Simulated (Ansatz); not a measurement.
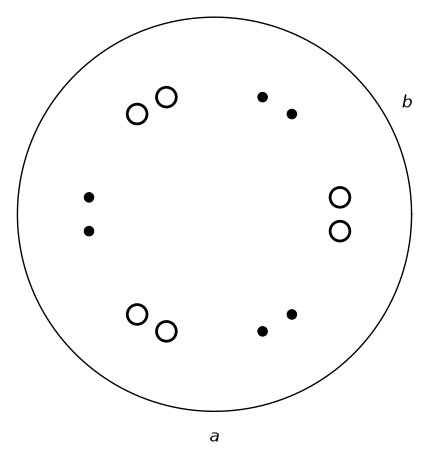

Stereographic projection: filled dots lie in the upper hemisphere, open rings in the lower. The c axis points at the viewer. The poles are all faces of one general form. Computed from the symmetry operations of a computed or model structure of composition As.

Name the crystal class.

Answer. -3m (D3d), order 12, trigonal system: one threefold axis, three twofold axes, three mirror planes, an inversion centre.

Which physical properties does it allow?

Answer. It is centrosymmetric, so neither piezoelectric nor pyroelectric; it is not chiral.
